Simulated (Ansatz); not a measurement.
# MoS2 (P6_3/mmc): spin-orbit coupling beyond the local functionals

How far does spin-orbit coupling move the gap of MoS2 (P6_3/mmc)?

Calculated with Ansatz 0.2.0; density functionals with and without spin-orbit coupling, plane waves, PAW.

The database entry behind the starting cell differs from later determinations by our own check (about 0.3 % long), so it need not match the best structure at ambient conditions.

## (1) Set-up

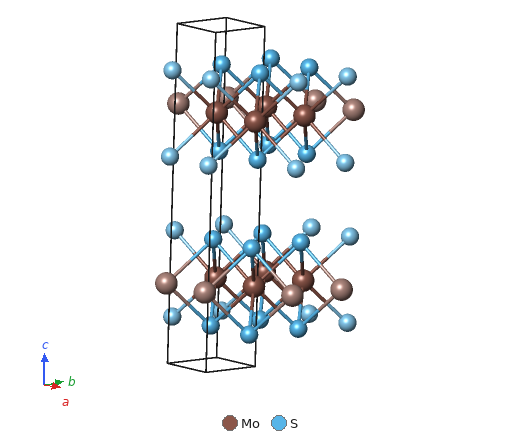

Start, viewed slightly off an axis; molybdenum brown, sulfur blue. 2×2×1 cells are drawn. Some periodic images of atoms are drawn too.

The cell and positions come from the Crystallography Open Database and are kept as given unless a step says otherwise. The default PAW set here is soft_2. Its files were made with PBE.

## (2) HSE06, 6×6×2 mesh

This step: DFT, HSE06, plane waves, PAW.

input.yaml

```yaml
crystal:
  lattice:
    - [3.169, 0.0, 0.0]
    - [-1.5845, 2.7444345046, 0.0]
    - [0.0, 0.0, 12.324]
  atoms:
    - { symbol: Mo, position: [0.3333333333, 0.6666666667, 0.25] }
    - { symbol: Mo, position: [0.6666666667, 0.3333333333, 0.75] }
    - { symbol: S, position: [0.3333333333, 0.6666666667, 0.623] }
    - { symbol: S, position: [0.6666666667, 0.3333333333, 0.123] }
    - { symbol: S, position: [0.3333333333, 0.6666666667, 0.877] }
    - { symbol: S, position: [0.6666666667, 0.3333333333, 0.377] }
kpoints:
  mp_grid: { grid: [6, 6, 2] }
  band_path:
    path:
      - [0.0, 0.0, 0.0]
      - [0.5, 0.0, 0.0]
      - [0.33333333, 0.33333333, 0.0]
      - [0.0, 0.0, 0.5]
      - [0.5, 0.0, 0.5]
      - [0.33333333, 0.33333333, 0.5]
      - [0.1666666667, 0.1666666667, 0.0]
    npoints: 1
hamiltonian:
  xc: hse06
scf:
  occupations: { method: fixed }
  n_extra_bands: 6
output:
  eigenvalues: true
```

Command:

```
$ ansatz run input.yaml --threads 3 --pin off --max-ram 92160MiB --backend cuda --events-out ev --progress --plain --runs-dir out --devices 1 --max-vram 13GiB  # rebuilt from the run's record
```

Numbers of over 12 decimals in the logs are rounded to 6 here.

Log:

```text
scf.n_extra_bands = 6 over 26 filled bands (N_el = 52.0): the run solves 32 bands
GPUs: using 1 of 1 available (devices: 1).
Engine: ansatz 0.2.0, x86_64-unknown-linux-gnu
Pseudopotentials: kind: paw
Pseudopotential: Mo, paw, valence charge 14, recommended cutoff 420 eV (normal), Mo.paw.azcp
Pseudopotential: S, paw, valence charge 6, recommended cutoff 420 eV (normal), S.paw.azcp
Functional definition: HSE06
  parameter a = 0.25
  parameter omega = 0.11/bohr
  exchange = pbe_x - a*pbe_x_sr(omega) + a*exact_x_sr(omega)
  correlation = pbe_c
davidson cushion auto → on  (no smearing: the cushion is to keep the highest requested band from converging to the state above it; pin scf.eigensolver.cushion to override)
device memory: the entry about to start is reckoned to put 1.1 GiB on a device that reports 41.9 GiB free (of which the cap on the GPU budget leaves the run 13.0 GiB)
GPU FFT provider: cuFFT
GPU libraries: cuBLAS 13.8.2, cuFFT 12.4.0, cuSOLVER 12.3.4
Crystal: 6 atoms, lattice volume = 107.183 Å³
Basis set: ecut = 420 eV, 2081 PW (Γ)
Bands: 32, of which v1, the nominal top of the filled ones, is band 26 counted from 1 (25 counted from 0)
Symmetry: 24 space group operations
Space group: P63/mmc (ITA 194), of the structure as read, at distance tolerance 4.8e-5 Å
k-points: 14 of 72
Non-local potential: Mo, projectors of the file, l = 0: 3, l = 1: 2, l = 2: 2, l = 3: 1
Non-local potential: S, projectors of the file, l = 0: 2, l = 1: 2, l = 2: 2
PAW form: soft (Blöchl's): semilocal exchange-correlation on the pseudo side does not see the compensation charge
PAW frozen core: Mo, regenerated for the run's functional, and the local potential with it (the file was generated under x = pbe(κ = 0.804, μ = 0.219515), c = pbe(β = 0.066725))
PAW frozen core: S, regenerated for the run's functional, and the local potential with it (the file was generated under x = pbe(κ = 0.804, μ = 0.219515), c = pbe(β = 0.066725))
PAW one-centre angular grid: Mo, 590 points (default); XC on 64 Gauss nodes
PAW one-centre angular grid: S, 110 points (default); XC on 64 Gauss nodes
Initial density: superposition of atomic densities (neutral atoms: chi_scale 0, normalization atom), corrected by the library's trained network
Initial wavefunctions: pseudopotential atomic-orbital guess
GPU buffer pool allocated for 51840 grid points (all kernels)
GPU transforms: local potential and band sums: pruned to the plane-wave sphere, on 24×24×90
Functional: x = pbe(κ = 0.804, μ = 0.219515), c = pbe(β = 0.066725), warm-up for x = pbe(κ = 0.804, μ = 0.219515) + 0.25 (exact − pbe) at short range (hse, ω = 0.207870 Å⁻¹), c = pbe(β = 0.066725); HSE06 as pw.x's `hse` composes it (authors' and Libxc's form: `xc: wpbeh`)
[...]
Frozen-core exchange: fock
SCF iter   1: F=—  HF=-13531.565459 eV  |F-HF|=—  |Δ(HF+E_count)|=         —  Δρ=5.77e-5  dr2=1.43e-6  ethr=2.65e-7  ⟨swp⟩=3.0  Hψ=1121  notcnv=0
preconditioner: auto → none  [insulator: Δε(μ)=1.444 eV  Ē_g=9.104 eV  n_scr=26 (ndim 8)  ℏωp=21.5 eV  f_vac=0.015]
iter 2 solved again at ethr=1.32e-10 eV; its pass at ethr=2.35e-9 eV (dr2=6.86e-8 eV) is discarded
SCF iter   2: F=—  HF=-13531.565459 eV  |F-HF|=—  |Δ(HF+E_count)|=   2.78e-7  Δρ=1.84e-5  dr2=2.78e-7  ethr=1.32e-10  ⟨swp⟩=2.3  Hψ=2242  notcnv=0
SCF iter   3: F=—  HF=-13531.565461 eV  |F-HF|=—  |Δ(HF+E_count)|=   2.17e-6  Δρ=1.14e-5  dr2=1.11e-7  ethr=1.30e-10  ⟨swp⟩=4.3  Hψ=1547  notcnv=0
SCF iter   4: F=-13531.565461 eV  HF=-13531.565461 eV  |F-HF|=2.35e-10  |Δ(HF+E_count)|=   2.73e-8  Δρ=1.23e-6  dr2=3.86e-8  ethr=1.30e-10  ⟨swp⟩=3.0  Hψ=1109  notcnv=0
SCF 3 converged in 4 iterations: F = -13531.565461 eV  dr2 = 3.86e-8
hybrid outer 2: dexx = +3.084e-6 eV, tail = 9.32e-8 eV, Δε = 1.81e-3 eV (about 9.55e-5 eV left of the loop's levels)
device memory: the entry about to start is reckoned to put 0.7 GiB on a device that reports 33.4 GiB free (of which the cap on the GPU budget leaves the run 13.0 GiB)
NSCF: frozen V_eff on 7 k-points
hybrid SCF converged: 2 outer / 11 inner (+5 warm-up), last move |dexx| = 3.08e-6 eV, tail = 9.32e-8 eV
Stability not checked: this state was not tested for a lower state beside it, because the functional holds exact exchange (a hybrid, or Hartree-Fock), whose exchange loop this test does not read (fock_operator; see scf.lower_state_search)
Free energy (F): -13531.565462 eV
Frozen-core exchange: fock
Harris-Foulkes:  -13531.565462 eV  (|F-HF|=2.35e-10)
Internal energy: -13531.565462 eV  (E = F + TS)
E sigma→0 (E₀):  -13531.565462 eV
Fermi energy:    10.522562 eV
--- Per-component energies (eV) ---
  E_band       = -403.129273
  E_kinetic    = 1307.372799
  E_local      = -3905.419470  (includes V_loc(G=0)·N_el)
  E_nonlocal   = 393.997864
  E_hartree    = 1498.472392
  E_xc         = -607.032800
  E_vxc        = -646.391189  (∫ρ·V_xc dr)
  E_exx        = -128.769997  (= α·E_x^exact, valence–valence)
  E_paw        = -8827.718003  (= ΣΔE_a)
  E_vpaw       = -292.095477  (= ΣTr[D̂ρ^β])
  E_aug_tail   = 0.000084  (compensation charges beyond the density's cutoff)
  E_ewald      = -3261.216446
  E_core_change = -1.251883  (= ΣΔE_core)
  E_smearing   = -0.000000  (= −TS)
  E_closure    = -0.000000  (closes the sum)
  Σ components = -13531.565462   (vs F -13531.565462, Δ=3.64e-12)
--- Band table (eV; the first three rows and the last of 14) ---
  k-point 0: bands = [... 22 lower, 8.1940, 9.1050, 9.2723, 10.5226, 13.3442, 13.3442, 13.3757, 13.3757, ... 2 higher]
  k-point 1: bands = [... 22 lower, 8.1667, 8.1667, 10.2136, 10.2136, 13.3482, 13.3482, 13.3482, 13.3482, ... 2 higher]
  k-point 2: bands = [... 22 lower, 8.2016, 9.1362, 9.2062, 9.6785, 12.6441, 13.0246, 13.1090, 13.2419, ... 2 higher]
  k-point 13: bands = [... 22 lower, 7.2389, 7.2389, 9.8266, 9.8266, 12.0384, 12.0384, 13.5906, 13.5906, ... 2 higher]
```

It took 20 s on 1 × NVIDIA H100 80GB HBM3 (shared by 6 runs) with 3 threads of AMD EPYC 7R13 (Zen 3), shared host; peak memory 1.3 GiB.

This step gave:

```
gap                     : 1.444 eV
valence top at          : Γ
conduction bottom at    : k = (0.167, 0.167, 0.000)
least direct gap        : 2.116 eV
exact-exchange fraction : 0.25
```

The gap is indirect, with the least direct gap 0.67 eV higher.

## (3) HSE06+SOC, 6×6×2 mesh

Spin-orbit coupling can split or shift the edges; a non-collinear run measures by how much.

This step: DFT, HSE06 with spin-orbit coupling, plane waves, PAW.

Changes to input.yaml since step 2:

```diff
@@ -27,5 +27,12 @@
 scf:
-  occupations: { method: fixed }
-  n_extra_bands: 6
+  occupations: { method: fermi_dirac, width: 0.02 }
+  n_extra_bands: 12
+magnetization:
+  noncollinear: true
+  spin_orbit: true
 output:
   eigenvalues: true
+  write_density: true
+  write_potential: true
+  elf: true
+  volumetric_format: npy
```

Log:

```text
[...]
GPUs: using 1 of 1 available (devices: 1).
[...]
non-collinear run that drives no moment, with spin-orbit: no starting moment large enough to seed its density (crystal.atoms[].spin), no starting occupations that ask for one, no magnetisation constraint and no magnetic field, so the semilocal B_xc is pinned to zero
[...]
GPU FFT provider: cuFFT
GPU libraries: cuBLAS 13.8.2, cuFFT 12.4.0, cuSOLVER 12.3.4
Crystal: 6 atoms, lattice volume = 107.183 Å³
Basis set: ecut = 420 eV, 2081 PW (Γ)
Bands: 64, of which v1, the nominal top of the filled ones, is band 52 counted from 1 (51 counted from 0)
Symmetry: 24 space group operations + 24 with time reversal
[...]
k-points: 14 of 72
Projection manifold: j_resolved (fully-relativistic pseudo-atomic orbitals)
[...]
GPU buffer pool allocated for 51840 grid points (all kernels)
[...]
SCF iter   1: F=—  HF=-13529.370618 eV  |F-HF|=—  |Δ(HF+E_count)|=         —  Δρ=6.12e-2  dr2=4.99e0  dr2_m=0.00e0 (ungated)  ethr=1.00e-1  |M|=0.00e0 ∫|m|=0.00e0 μB  |m|>n=0.0e0 m-floor=0.0e0 τ_xc=0.0e0  β_m=0.30  ⟨swp⟩=3.7  Hψ=3267  notcnv=0
[...]
SCF iter   7: F=-13527.894274 eV  HF=-13527.894295 eV  |F-HF|=2.12e-5  |Δ(HF+E_count)|=   2.08e-4  Δρ=1.64e-4  dr2=3.01e-5  dr2_m=0.00e0 (ungated)  ethr=1.74e-6  |M|=0.00e0 ∫|m|=0.00e0 μB  |m|>n=0.0e0 m-floor=0.0e0 τ_xc=0.0e0  ⟨swp⟩=3.7  Hψ=2125  notcnv=0  defer=2
SCF 1 stopped early in 7 iterations: F = -13527.894274 eV  dr2 = 3.01e-5
[...]
GPU FFT provider: cuFFT
GPU libraries: cuBLAS 13.8.2, cuFFT 12.4.0, cuSOLVER 12.3.4
Projection manifold: j_resolved (fully-relativistic pseudo-atomic orbitals)
[...]
GPU buffer pool allocated for 51840 grid points (all kernels)
[...]
Frozen-core exchange: fock
SCF iter   1: F=—  HF=-13529.438793 eV  |F-HF|=—  |Δ(HF+E_count)|=         —  Δρ=1.14e-2  dr2=2.78e-1  dr2_m=0.00e0 (ungated)  ethr=5.79e-7  |M|=0.00e0 ∫|m|=0.00e0 μB  |m|>n=0.0e0 m-floor=0.0e0 τ_xc=0.0e0  β_m=0.30  ⟨swp⟩=7.0  Hψ=4665  notcnv=0
[...]
SCF iter   7: F=-13529.397733 eV  HF=-13529.397735 eV  |F-HF|=2.18e-6  |Δ(HF+E_count)|=   3.84e-6  Δρ=2.61e-5  dr2=6.09e-6  dr2_m=0.00e0 (ungated)  ethr=4.42e-8  |M|=0.00e0 ∫|m|=0.00e0 μB  |m|>n=0.0e0 m-floor=0.0e0 τ_xc=0.0e0  ⟨swp⟩=2.8  Hψ=1676  notcnv=0
SCF 2 stopped early in 7 iterations: F = -13529.397733 eV  dr2 = 6.09e-6
hybrid outer 1: dexx = +2.097e-2 eV, tail = 3.77e-5 eV
GPU FFT provider: cuFFT
GPU libraries: cuBLAS 13.8.2, cuFFT 12.4.0, cuSOLVER 12.3.4
Projection manifold: j_resolved (fully-relativistic pseudo-atomic orbitals)
GPU buffer pool allocated for 51840 grid points (all kernels)
[...]
Frozen-core exchange: fock
SCF iter   1: F=—  HF=-13529.397747 eV  |F-HF|=—  |Δ(HF+E_count)|=         —  Δρ=1.00e-4  dr2=1.78e-5  dr2_m=0.00e0 (ungated)  ethr=3.63e-7  |M|=0.00e0 ∫|m|=0.00e0 μB  |m|>n=0.0e0 m-floor=0.0e0 τ_xc=0.0e0  β_m=0.30  ⟨swp⟩=4.1  Hψ=2302  notcnv=0
[...]
SCF iter   5: F=-13529.397748 eV  HF=-13529.397748 eV  |F-HF|=3.33e-9  |Δ(HF+E_count)|=   3.90e-8  Δρ=1.58e-6  dr2=7.04e-8  dr2_m=0.00e0 (ungated)  ethr=4.56e-11  |M|=0.00e0 ∫|m|=0.00e0 μB  |m|>n=0.0e0 m-floor=0.0e0 τ_xc=0.0e0  ⟨swp⟩=4.0  Hψ=2218  notcnv=0
SCF 3 converged in 5 iterations: F = -13529.397748 eV  dr2 = 7.04e-8
[...]
NSCF: frozen V_eff on 7 k-points
[...]
Magnetization: |M| = 0.0000 μB,  M = (+0.0000, +0.0000, +0.0000) μB
Absolute magnetization: 0.0000 μB (∫|m|)
  site 0: m = (+0.0000, +0.0000, +0.0000) μB, |m| = 0.0000 μB  (R = 0.99 Å)
  site 1: m = (+0.0000, +0.0000, +0.0000) μB, |m| = 0.0000 μB  (R = 0.99 Å)
  site 2: m = (+0.0000, +0.0000, +0.0000) μB, |m| = 0.0000 μB  (R = 0.99 Å)
  site 3: m = (+0.0000, +0.0000, +0.0000) μB, |m| = 0.0000 μB  (R = 0.99 Å)
  site 4: m = (+0.0000, +0.0000, +0.0000) μB, |m| = 0.0000 μB  (R = 0.99 Å)
  site 5: m = (+0.0000, +0.0000, +0.0000) μB, |m| = 0.0000 μB  (R = 0.99 Å)
Free energy (F): -13529.397748 eV
Frozen-core exchange: fock
[...]
Internal energy: -13529.397748 eV  (E = F + TS)
E sigma→0 (E₀):  -13529.397748 eV
Fermi energy:    11.229372 eV
[...]
--- Band table (eV; the first three rows and the last of 14) ---
  k-point 0: bands = [... 48 lower, 9.2819, 9.2819, 10.5291, 10.5291, 13.2957, 13.2957, 13.3278, 13.3278, ... 8 higher]
  k-point 1: bands = [... 48 lower, 10.2195, 10.2195, 10.2195, 10.2195, 13.3025, 13.3025, 13.3025, 13.3025, ... 8 higher]
  k-point 2: bands = [... 48 lower, 9.2138, 9.2138, 9.6834, 9.6834, 12.6430, 12.6430, 13.0249, 13.0249, ... 8 higher]
  k-point 13: bands = [... 48 lower, 9.7369, 9.7369, 9.9227, 9.9227, 12.0292, 12.0292, 12.0459, 12.0459, ... 8 higher]
```

The job ended after 60 s (1 × NVIDIA H100 80GB HBM3 (shared by 6 runs) with 3 threads; peak memory 2 GiB; 2.2 min of CPU time).

This step gave:

- gap: 1.437 eV
- valence top at: Γ
- conduction bottom at: k = (0.167, 0.167, 0.000)
- least direct gap: 2.063 eV
- exact-exchange fraction: 0.25

The gap stands −0.01 eV against HSE06.

## (4) Together

Times are wall times on 1 × NVIDIA H100 80GB HBM3 (shared by 6 runs) with 3 threads of AMD EPYC 7R13 (Zen 3), shared host, good to a factor of about two.

| level | gap (eV) | with coupling (eV) | change (eV) | time | with coupling |
| --- | --- | --- | --- | --- | --- |
| HSE06 | 1.44 | 1.44 | −0.01 | 20 s | 60 s |

## (5) What came out

```yaml
hse06: 1.44 eV
hse06_soc: 1.44 eV
```

**Reading.** Spin-orbit coupling changes the gap by −0.01 eV and the least direct gap by −0.05 eV.

[Paths, hosts, dates, memory and timing lines, banners, echoed tables and standing remarks are left out of the program output.]

[Logs are printed without paths, hosts, clocks, repeated set-up lines and the standing remarks that a program may print on its own settings, such as how far it seeks lower states.]

[Runs of the session that timed out or met a known fault of the program may be left out.]

[Cells called generated may have been cut or substituted from an entry of the Crystallography Open Database or the Materials Project.]

[Hosts, paths, dates, database ids (printed as entryN), source tags and the programs' standing remarks are cut or masked in the printed files.]
